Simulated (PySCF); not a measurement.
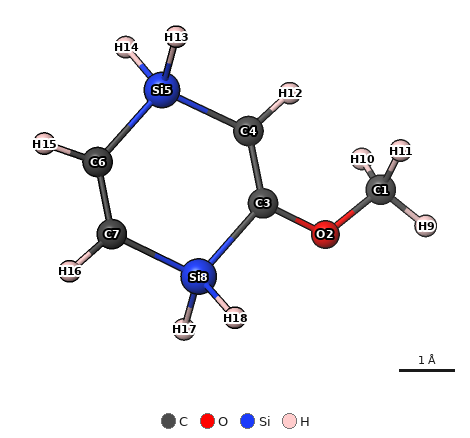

*The structure (ball-and-stick view, seen at a tilt; atoms are numbered from 1 in the order of the input).*

# NMR shielding calculation of C$_{5}$H$_{10}$OSi$_{2}$

The run: NMR shielding calculation of C$_{5}$H$_{10}$OSi$_{2}$, SMILES COC1=C[SiH2]C=C[SiH2]1. Method and program: GIAO PBE0/pcSseg-1 NMR shielding, non-relativistic, gas phase (PySCF 2.14.0).

The geometry comes from this level: PBE0-D3(BJ)/def2-SVP. It belongs to a series of runs on one base structure; here: H on C replaced by OCH3. Figures and captions count atoms from 1; the log counts them from 0 in places.

**Input**
```
{"job": {"kind": "nmr", "xc": "PBE0", "basis": "pcSseg-1"}, "charge": 0, "multiplicity": 1}
C     -3.082405    -0.243713    -0.205143
O     -2.027989     0.680707    -0.145754
C     -0.757940     0.222349    -0.110458
C     -0.394072    -1.079657    -0.121557
Si     1.362880    -1.677836    -0.077153
C      2.561303    -0.238103    -0.020233
C      2.205769     1.059946    -0.005865
Si     0.443154     1.683282    -0.042152
H     -4.011493     0.339366    -0.227580
H     -3.021590    -0.867201    -1.114118
H     -3.089548    -0.905875     0.678189
H     -1.174382    -1.850596    -0.161990
H      1.595681    -2.558626     1.113732
H      1.665850    -2.523682    -1.277395
H      3.634150    -0.481435     0.004670
H      3.001927     1.818746     0.029774
H      0.216364     2.555996    -1.234795
H      0.146726     2.500339     1.174561
```

The first line tells a small driver script what to run in PySCF; the rest is the geometry in Å.

Run as:
```bash
OMP_NUM_THREADS=1 python <driver script> task.json out
```

**Output**
```
coarse grid: 15968 points
cycle   1  E = -849.9757456163  dE =  8.427e-01  |g| = 5.476e-01  |ddm| = 3.910e+00
cycle   2  E = -849.9417858834  dE =  3.396e-02  |g| = 6.938e-01  |ddm| = 9.511e-01
cycle   3  E = -850.0392961752  dE = -9.751e-02  |g| = 8.836e-02  |ddm| = 5.697e-01
cycle   4  E = -850.0401789411  dE = -8.828e-04  |g| = 4.766e-02  |ddm| = 8.420e-02
cycle   5  E = -850.0406822678  dE = -5.033e-04  |g| = 1.235e-02  |ddm| = 5.156e-02
cycle   6  E = -850.0407144589  dE = -3.219e-05  |g| = 5.301e-03  |ddm| = 1.538e-02
cycle   7  E = -850.0407219459  dE = -7.487e-06  |g| = 5.249e-04  |ddm| = 5.432e-03
final grid: 144824 points
cycle   8  E = -850.0988681932  dE = -2.079e-05  |g| = 1.116e-02  |ddm| = 2.541e-02
cycle   9  E = -850.0988356758  dE =  3.252e-05  |g| = 1.718e-02  |ddm| = 1.893e-02
cycle  10  E = -850.0988922834  dE = -5.661e-05  |g| = 2.141e-03  |ddm| = 1.254e-02
cycle  11  E = -850.0988933847  dE = -1.101e-06  |g| = 3.799e-04  |ddm| = 2.200e-03
cycle  12  E = -850.0988934144  dE = -2.973e-08  |g| = 1.522e-04  |ddm| = 4.143e-04
cycle  13  E = -850.0988934199  dE = -5.504e-09  |g| = 2.890e-05  |ddm| = 1.367e-04
cycle  14  E = -850.0988934201  dE = -1.585e-10  |g| = 1.343e-05  |ddm| = 3.841e-05
```

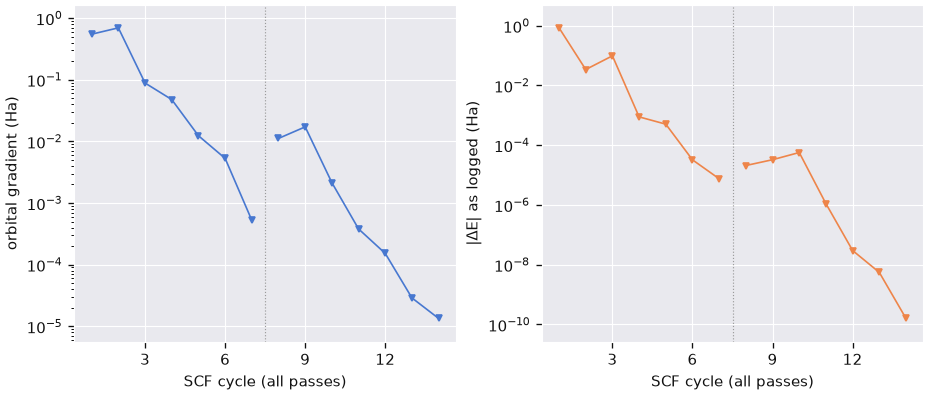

*Convergence of the self-consistent field: orbital gradient and size of the energy change against the SCF cycle. The dotted line marks the change from a coarse to the final integration grid.*

The first 7 cycles use a coarse grid, the final grid takes over at cycle 8, and the field converges after 14 cycles in all.

```
converged SCF energy = -850.0988934201

GIAO shielding tensors (ppm)
atom      isotropic    diamagn.    paramagn.     s11        s22        s33       span
  0 C      131.753     244.814    -113.061     98.776    121.444    175.038     76.262
  1 O      179.597     399.149    -219.552     27.445    203.210    308.135    280.690
  2 C        8.343     258.383    -250.040   -102.933     20.119    107.844    210.776
  3 C       84.918     263.112    -178.194     -8.635     84.306    179.081    187.717
  4 Si     411.154     881.642    -470.488    384.281    394.809    454.372     70.091
  5 C       28.009     259.468    -231.459    -93.300      0.092    177.235    270.534
  6 C       31.742     260.715    -228.972    -86.273     12.399    169.101    255.374
  7 Si     422.173     882.286    -460.113    402.166    410.310    454.043     51.877
  8 H       27.331      27.223       0.108     23.370     25.960     32.664      9.294
  9 H       27.900      29.127      -1.227     24.667     25.572     33.462      8.794
 10 H       27.887      29.320      -1.434     24.636     25.573     33.451      8.815
 11 H       26.389      33.496      -7.107     23.492     25.755     29.920      6.428
 12 H       26.483      28.646      -2.163     23.469     24.533     31.447      7.978
 13 H       26.484      28.546      -2.061     23.460     24.547     31.445      7.985
 14 H       23.992      27.745      -3.752     22.497     23.457     26.022      3.526
 15 H       24.163      28.153      -3.989     23.053     23.168     26.270      3.217
 16 H       26.826      29.218      -2.392     23.724     25.290     31.464      7.740
 17 H       26.821      29.325      -2.504     23.736     25.263     31.464      7.728
```

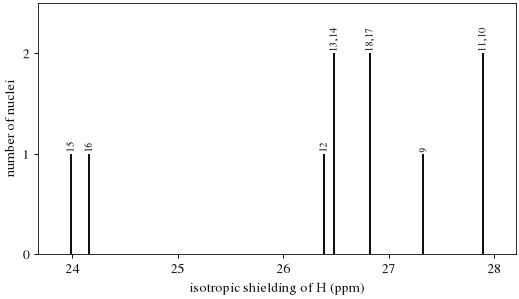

*Isotropic shieldings of the hydrogen nuclei in this fixed geometry, labelled by atom number; shielding grows to the right, so chemical shift grows to the left.*

The least shielded is H15 (24.0 ppm), the most shielded H10 (27.9 ppm).

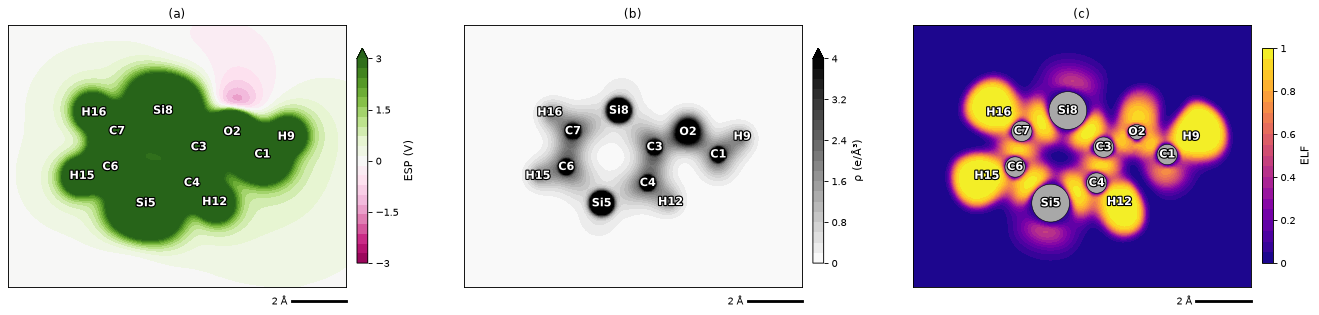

*(a) electrostatic potential; (b) total electron density; (c) electron localisation function on the plane of atoms Si8, C7 and H16. Grey discs, where drawn, cover atomic cores.*

The section cuts through C, O, Si and H sites. C–O (1.40 Å): ρ at the midpoint is about 2.1 e/Å³, with its minimum of 1.8 e/Å³ about 0.5 Å from C; the ELF peaks at about 0.90 between the atoms, which marks a shared but strongly polarised pair.

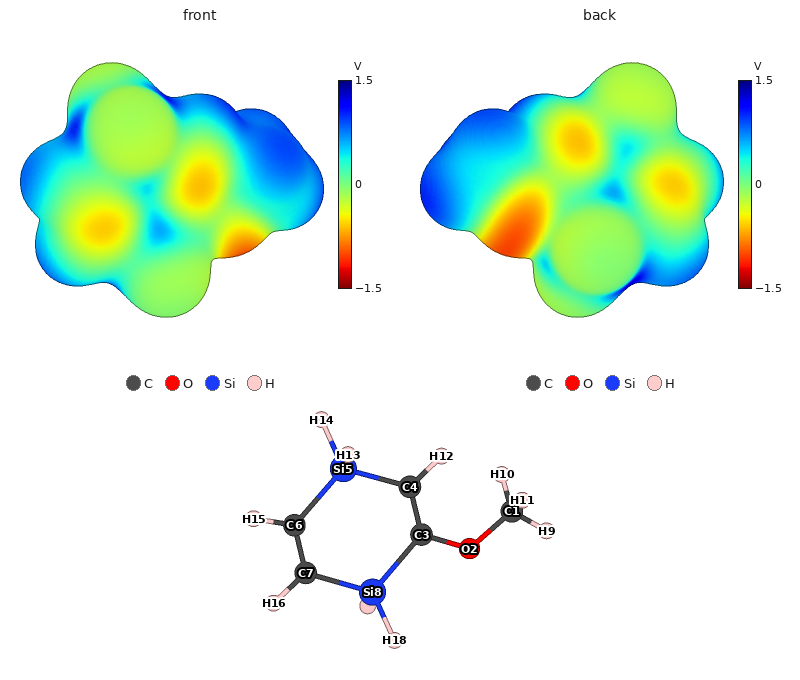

*The molecular electrostatic potential painted on the density surface at 0.002 e/bohr³, seen at a tilt and from behind; the colour scale runs from red (negative) to blue (positive). The bare structure is drawn below in the same view.*

Its dipole moment is 1.06 D.

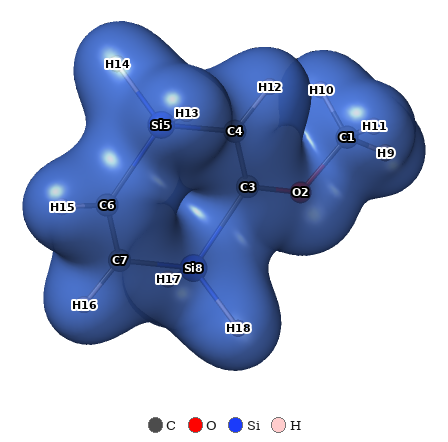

*Isosurface of the electron density at 0.1 e/Å³ (blue), seen at a tilt.*

At this value the surface is in one piece. On the grid the lowest density along these lines, outside the cores, is 2.2 e/Å³ (C–C, 1.35 Å), 2 e/Å³ (C–O, 1.35 Å), 0.8 e/Å³ (C–Si, 1.86 Å) and 1.9 e/Å³ (C–H, 1.10 Å).

**Summary**

```json
{"quantity": "outcome", "value": "converged"}
{"quantity": "total energy", "value": "−850.098893 hartree"}
{"quantity": "HOMO", "value": "−6.92 eV"}
{"quantity": "LUMO", "value": "−0.84 eV"}
{"quantity": "dipole moment", "value": "1.06 D"}
{"quantity": "isotropic shielding, C", "value": "8.3 to 131.8 ppm"}
{"quantity": "isotropic shielding, O", "value": "179.6 ppm"}
{"quantity": "isotropic shielding, Si", "value": "411.2 to 422.2 ppm"}
{"quantity": "isotropic shielding, H", "value": "24.0 to 27.9 ppm"}
{"quantity": "hardware", "value": "1 CPU thread, shared host"}
{"quantity": "wall time", "value": "37 s"}
{"quantity": "peak memory", "value": "1.2 GiB"}
```
